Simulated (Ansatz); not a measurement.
**Two runs on NiCl2**

System: NiCl2, multiplicity 5.
Method of run 1: UKS PBE0-D4/def2-TZVP (Ansatz 0.2.0).

The geometry: PBE0-D4/def2-TZVP start. Text and figures count atoms from 1; the logs count them from 0 in places.

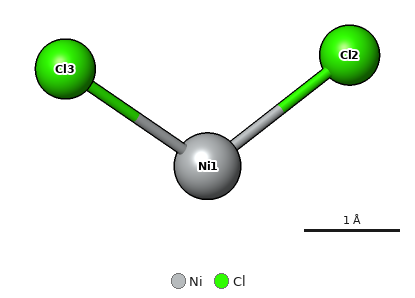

Fig. 1: The input geometry (ball-and-stick view, seen at a tilt; atoms are numbered from 1 in the order of the input). Sticks mark near contacts.

**The input, run 1**
```yaml
crystal:
  periodic: [false, false, false]
  atoms:
    - {symbol: Ni, position_ang: [0.124105, 0.425439, -0.584915]}
    - {symbol: Cl, position_ang: [-0.312392, 1.171979, 1.246494]}
    - {symbol: Cl, position_ang: [0.188296, -1.597408, -0.661579]}
basis:
  gaussian: {orbitals: def2-TZVP}
magnetization: {spin_polarized: true, initial_magnetization: 4}
hamiltonian: {xc: pbe0, dispersion: d4}
scf: {lower_state_search: "off"}
output: {orbitals: {seedname: orbitals}}
relax: {f_tol: 0.02, max_steps: 100}
```

Launched with:
```bash
ansatz run in.yaml --threads 4 --pin off --events-out ev --progress --plain --max-ram 3916MiB
```

Hardware: 4 threads of Arm Neoverse N1, 23 GiB of memory available, shared host.

**Output, shortened to warnings, some set-up lines, iterations and results (run 1)**
```
[...]
mean field evaluation 1: about -66068.2703 eV, gradient 3.8e1 eV
mean field evaluation 2: about -66003.2103 eV, gradient 1.8e2 eV
mean field evaluation 4: about -66072.1994 eV, gradient 9.7e0 eV
mean field evaluation 8: about -66072.5255 eV, gradient 1.2e0 eV
mean field evaluation 16: about -66072.7319 eV, gradient 9.4e-2 eV
mean field evaluation 32: about -66072.7322 eV, gradient 2.8e-6 eV
relax step   1: F+E_penalty+E_count = -66072.80170110 eV  Δ(F+E_penalty+E_count) = +0.000e0 eV  max|allowed force component| = 2.028e0 eV/Å  Δτ_max = 0.0000 Å  (28 SCF iters, …
relax step   2: F+E_penalty+E_count = -66073.19465364 eV  Δ(F+E_penalty+E_count) = -3.930e-1 eV  max|allowed force component| = 8.037e-1 eV/Å  Δτ_max = 0.1968 Å  (41 SCF …
relax step   3: F+E_penalty+E_count = -66073.39540131 eV  Δ(F+E_penalty+E_count) = -2.007e-1 eV  max|allowed force component| = 7.799e-1 eV/Å  Δτ_max = 0.1921 Å  (35 SCF …
mean field evaluation 64: about -66073.4315 eV, gradient 2.7e-6 eV
relax step   4: F+E_penalty+E_count = -66073.50516911 eV  Δ(F+E_penalty+E_count) = -1.098e-1 eV  max|allowed force component| = 5.271e-1 eV/Å  Δτ_max = 0.1520 Å  (31 SCF …
relax step   5: F+E_penalty+E_count = -66073.53455754 eV  Δ(F+E_penalty+E_count) = -2.939e-2 eV  max|allowed force component| = 5.291e-2 eV/Å  Δτ_max = 0.0563 Å  (30 SCF …
relax step   6: F+E_penalty+E_count = -66073.53505626 eV  Δ(F+E_penalty+E_count) = -4.987e-4 eV  max|allowed force component| = 2.991e-2 eV/Å  Δτ_max = 0.0170 Å  (30 SCF …
relax step   7: F+E_penalty+E_count = -66073.53532832 eV  Δ(F+E_penalty+E_count) = -2.721e-4 eV  max|allowed force component| = 8.688e-4 eV/Å  Δτ_max = 0.0067 Å  (19 SCF …
Total energy: -66073.53535913 eV, -2428.1576381972 hartree
Atom 0 at     0.220054     0.754364    -1.037141 Å, force     0.000184     0.000632    -0.000869 eV/Å
Atom 1 at    -0.306927     0.711936     1.268956 Å, force     0.000003    -0.000843     0.000071 eV/Å
Atom 2 at     0.086882    -1.466290    -0.231815 Å, force    -0.000187     0.000211     0.000798 eV/Å
Dipole moment:     0.070784     0.242654    -0.333616 e Å
Checks for a lower state left out: stability, starts, cluster_reference, orbital_swaps, neighbouring_geometries, increment
```

Run 2 used a changed input.

**The two runs side by side**

| quantity | run 1 | run 2 |
| --- | --- | --- |
| outcome | converged | converged |
| total energy (hartree) | −2428.157638 | −2428.308917 |
| HOMO (eV) | −6.04 | −9.33 |
| LUMO (eV) | −5.15 | −4.68 |
| dipole moment (D) | 2.01 | 0.00 |
| ⟨S²⟩ | 6.007 | 2.009 |
| largest force (eV/Å) | 0.001 | 0.007 |
| basis functions | 119 | 119 |
| wall time (shared host) | 22 s | 19 s |

What was changed in the input?

The change (lines with − go, lines with + come):
```diff
-magnetization: {spin_polarized: true, initial_magnetization: 4}
+magnetization: {spin_polarized: true, initial_magnetization: 2}
```

With the same method and basis, run 2 lies 94.9 kcal/mol lower. The HOMO goes from −6.04 to −9.33 eV. The LUMO goes from −5.15 to −4.68 eV. The dipole moment goes from 2.01 to 0.00 D.

**Output, shortened to warnings, some set-up lines, iterations and results (run 2)**
```
[...]
mean field evaluation 1: about -66068.6782 eV, gradient 5.9e1 eV
mean field evaluation 2: about -65818.7651 eV, gradient 3.3e2 eV
mean field evaluation 4: about -66076.2735 eV, gradient 1.7e1 eV
mean field evaluation 8: about -66076.8490 eV, gradient 2.7e-1 eV
mean field evaluation 16: about -66076.9597 eV, gradient 4.1e-4 eV
relax step   1: F+E_penalty+E_count = -66077.02919620 eV  Δ(F+E_penalty+E_count) = +0.000e0 eV  max|allowed force component| = 9.574e-1 eV/Å  Δτ_max = 0.0000 Å  (21 SCF …
mean field evaluation 32: about -66077.2580 eV, gradient 3.2e-5 eV
relax step   2: F+E_penalty+E_count = -66077.32348727 eV  Δ(F+E_penalty+E_count) = -2.943e-1 eV  max|allowed force component| = 7.052e-1 eV/Å  Δτ_max = 0.1956 Å  (29 SCF …
relax step   3: F+E_penalty+E_count = -66077.50171923 eV  Δ(F+E_penalty+E_count) = -1.782e-1 eV  max|allowed force component| = 5.633e-1 eV/Å  Δτ_max = 0.1964 Å  (33 SCF …
relax step   4: F+E_penalty+E_count = -66077.60017108 eV  Δ(F+E_penalty+E_count) = -9.845e-2 eV  max|allowed force component| = 5.116e-1 eV/Å  Δτ_max = 0.1950 Å  (34 SCF …
mean field evaluation 64: about -66077.5860 eV, gradient 2.1e-3 eV
relax step   5: F+E_penalty+E_count = -66077.64789837 eV  Δ(F+E_penalty+E_count) = -4.773e-2 eV  max|allowed force component| = 2.141e-1 eV/Å  Δτ_max = 0.1999 Å  (33 SCF …
relax step   6: F+E_penalty+E_count = -66077.65184525 eV  Δ(F+E_penalty+E_count) = -3.947e-3 eV  max|allowed force component| = 6.123e-3 eV/Å  Δτ_max = 0.0154 Å  (28 SCF …
Total energy: -66077.65187259 eV, -2428.3089172765 hartree
Atom 0 at    -0.000178    -0.000617     0.000852 Å, force     0.000187     0.000640    -0.000880 eV/Å
Atom 1 at    -0.302976     1.676642     1.154544 Å, force    -0.001142     0.005483     0.004438 eV/Å
Atom 2 at     0.303163    -1.676015    -1.155396 Å, force     0.000956    -0.006123    -0.003558 eV/Å
Dipole moment:    -0.000149    -0.000511     0.000703 e Å
Checks for a lower state left out: stability, starts, cluster_reference, orbital_swaps, neighbouring_geometries, increment
```
